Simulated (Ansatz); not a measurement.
Consider HfSn2Se6.

```
Hf Sn Se
1.0
     6.68737    0.00000    0.00000
    -3.34368    5.79143    0.00000
     0.00000    0.00000    7.09825
Hf Sn Se
1 2 6
Direct
  0.00000 0.00000 0.00000
  0.66667 0.33333 0.00000
  0.33333 0.66667 0.00000
  0.33040 0.33040 0.77654
  0.00000 0.66960 0.77654
  0.66960 0.00000 0.77654
  0.00000 0.33040 0.22346
  0.66960 0.66960 0.22346
  0.33040 0.00000 0.22346
```

Space group P-31m; a structure generated by program, which may or may not match a known phase.

All numbers below come from DFT r2SCAN, scalar-relativistic, plane waves, PAW in Ansatz 0.2.0.

**What will maps of the valence pseudo-density and electron localisation function show?**

Sn–Se (2.74 Å): ρ is about 0.37 e/Å³ halfway; the ELF is about 0.60 at the midpoint.
Bader's partition of the density gives Hf +2.16, Sn +1.37 and Se −0.82 e.

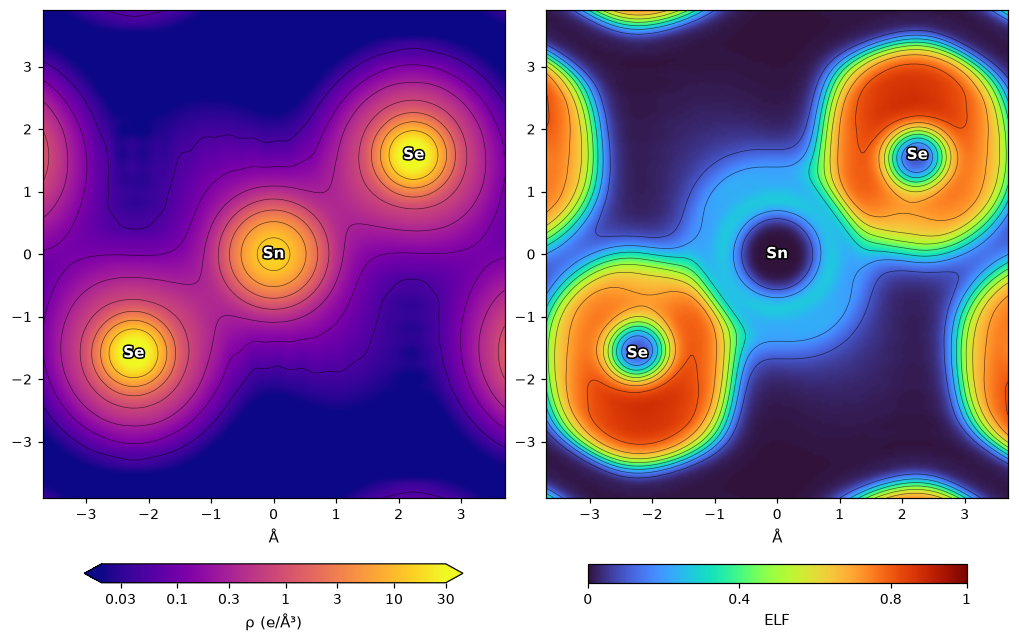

Computed valence pseudo-density and electron localisation function on the (100) plane of the conventional cell, in this order. 

The density is the valence pseudo-density of a PAW calculation; it isn't the true density close to the nuclei.
